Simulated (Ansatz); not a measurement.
C2H10OSi2: several calculations on one system

Part 1: Relaxation

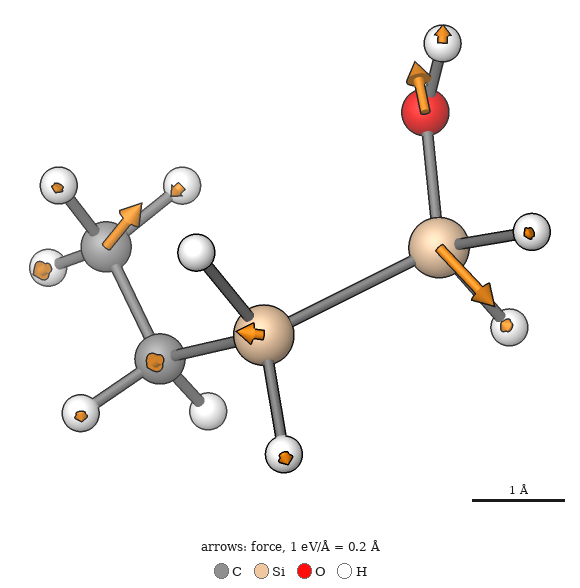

Starting geometry of C2H10OSi2 with the computed forces as orange arrows. A ball-and-stick model, seen at a tilt.

The run prepares an end point of a later path (torsion) calculation, from a guessed geometry.

The calculation used RKS B3LYP/6-31G (Ansatz).

Input
```yaml
crystal:
  periodic: [false, false, false]
  atoms:
    - { symbol: C, position_ang: [1.5656, -0.1576, 1.303] }
    - { symbol: C, position_ang: [0.9548, -1.1464, 0.3176] }
    - { symbol: Si, position_ang: [0.0593, -0.469, -1.2076] }
    - { symbol: Si, position_ang: [-1.8186, 0.5757, -0.5948] }
    - { symbol: O, position_ang: [-1.6129, 1.8706, 0.371] }
    - { symbol: H, position_ang: [2.2366, 0.5677, 0.7992] }
    - { symbol: H, position_ang: [2.0595, -0.6133, 2.1201] }
    - { symbol: H, position_ang: [0.7627, 0.524, 1.716] }
    - { symbol: H, position_ang: [0.2761, -1.7878, 0.9022] }
    - { symbol: H, position_ang: [1.7902, -1.7733, 0.0015] }
    - { symbol: H, position_ang: [-0.2023, -1.5896, -2.1123] }
    - { symbol: H, position_ang: [1.0028, 0.5013, -1.8809] }
    - { symbol: H, position_ang: [-2.6463, 1.0911, -1.8129] }
    - { symbol: H, position_ang: [-2.799, -0.3752, 0.1464] }
    - { symbol: H, position_ang: [-1.6503, 2.7311, -0.039] }
basis:
  gaussian: { orbitals: "6-31G" }
hamiltonian:
  xc: b3lyp
relax:
  f_tol: 0.015
  max_steps: 40
output:
  orbitals: {}
```

Command:
```bash
ansatz run input.yaml --threads 1 --pin off --max-ram 2048MiB --backend cpu --events-out ev --progress --plain --runs-dir out
```

**What follows when this structure is relaxed?**

It isn't relaxed: the largest force vector, on Si4, is 4.61 eV/Å. The final displacements have little in common with the starting forces (cosine between the two patterns 0.19). The energy falls by 14.7 kcal/mol in 11 accepted moves (13 points after the start). Largest force component: 3.2 eV/Å at the start, 0.0065 eV/Å at the end. The line search rejected the trial steps at points 5, 9 of the run. The forces were under the threshold at step 10, but the run went on from there. The largest move after the best rigid fit is that of H15, 0.65 Å. By element the largest moves are H 0.65 Å, O 0.17 Å, C 0.16 Å, Si 0.14 Å. Among the contacts that change: Si3–Si4 2.235 → 2.379 Å, Si4–O5 1.628 → 1.752 Å, Si4–H14 1.554 → 1.499 Å, Si4–H13 1.560 → 1.512 Å. Bond angles that change, for instance: H6–C1–H8 101.6° → 107.8°, C1–C2–H10 104.7° → 110.4°, O5–Si4–H13 105.5° → 111.0°. Groups turn about Si4–O5 by about 40°. The run took of the order of 70 core-seconds on a shared host.

Part 2: Relaxation

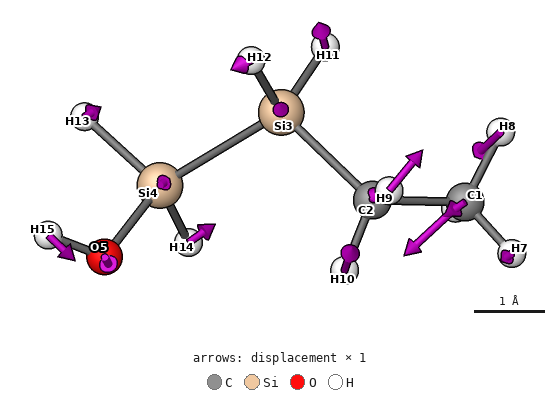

A relaxation of C2H10OSi2. The starting structure is drawn; purple arrows show the displacements, at their true length. The two geometries are superimposed by the best rigid fit.

A ball-and-stick model, seen face on.

The run prepares an end point of a later path (torsion) calculation, from a guessed geometry.

Method: RKS B3LYP/6-31G in Ansatz 0.2.0. Set-up: no spin polarisation; force threshold 0.015 eV/Å; at most 40 steps.

Question: Atoms of which element are displaced furthest, and by how much?

Answer: Hydrogen: up to 1.04 Å, against 0.50 Å for oxygen.

Question: Describe the change and its energy.

Answer: The largest move after the best rigid fit is that of an H atom, 1.04 Å. By element the largest moves are H 1.04 Å, O 0.50 Å, C 0.43 Å, Si 0.30 Å. Some distances before and after: Si–Si 2.235 → 2.378 Å, O–Si 1.628 → 1.749 Å, H–Si 1.554 → 1.498 Å, H–Si 1.560 → 1.512 Å. Among the angles between lasting bonds that change: H–C–H 101.6° → 107.7°, C–C–H 104.7° → 110.3°, O–Si–H 105.5° → 111.0°. Groups turn about C–Si by about 50°, O–Si by about 40°. The energy falls by 0.685 eV in 16 accepted moves (17 points after the start). The largest force component goes from 4.2 to 0.014 eV/Å. The line search rejected the trial step at point 11 of the run.

Part 3: Path

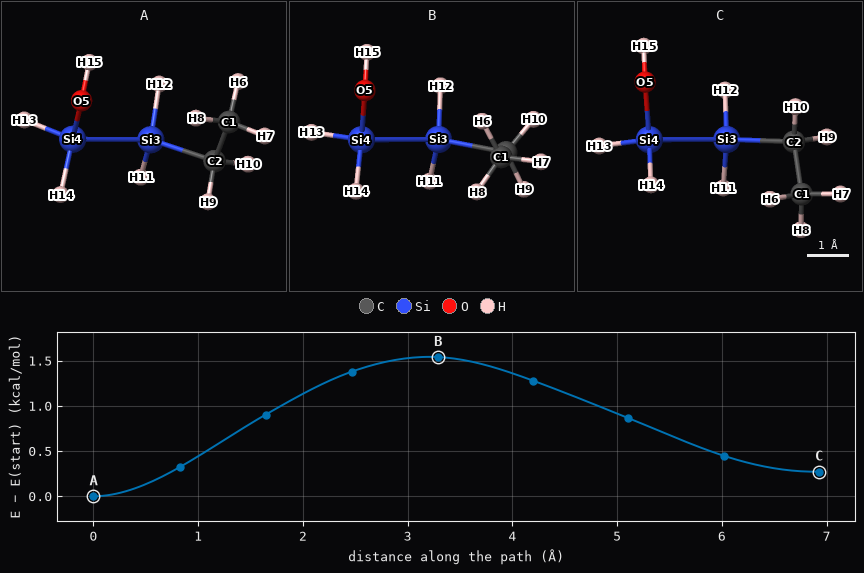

A search for the minimum-energy path of C₂H₁₀OSi₂ by the nudged elastic band. Images are numbered from 0 (start) to 8 (end). Frames A to C are images 0, 4, 8. Style: ball-and-stick. Shown from a free direction.

These are results of RKS B3LYP/6-31G in Ansatz, not measurements. Settings: 7 movable images; climbing image; force threshold 0.05 eV/Å; iteration limit 16; starting path by image-dependent pair potential.

### Read off the barrier and say what moves.

The highest point, image 4, lies 1.54 kcal/mol above the start and 1.27 kcal/mol above the end; the end is at +0.27 kcal/mol relative to the start. The motion is a rotation about the C2–Si3 bond by about 125°. No bond forms or breaks between the ends. Bond angles that change up to the highest image, for instance: C2–Si3–Si4 111.9° → 113.9°. The band converged in 7 iterations. The largest component of the band force went from 0.91 to 0.033 eV/Å. The climbing image converged on the top of the path. Its vibrational analysis gives one imaginary mode (66i cm⁻¹), as a transition state must have.

The run took roughly 5 core-minutes on a shared host.
